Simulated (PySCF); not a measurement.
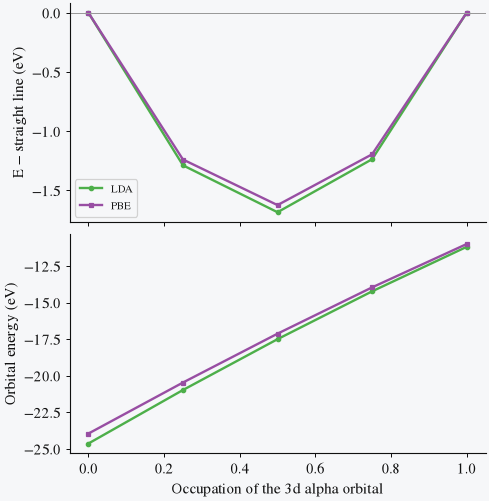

One 3d alpha orbital of Cr⁺ ([Ar] 3d⁵) is emptied in steps. The plot gives the energy less the straight line between the integer ends; the lower panel gives the orbital energy. PySCF, aug-pcseg-2, non-relativistic, unrestricted single determinants, no spin-orbit coupling.

> Describe the curvature of each method.

LDA: convex (delocalisation error), largest departure −1.7 eV, removal energy 17.64 eV, orbital energy from −11.2 eV when full to −24.6 eV when empty; PBE: convex (delocalisation error), largest departure −1.6 eV, removal energy 17.24 eV, orbital energy from −11.0 eV when full to −24.0 eV when empty. The measured removal energy is 16.49 eV. The exact energy is a straight line between whole electron numbers.
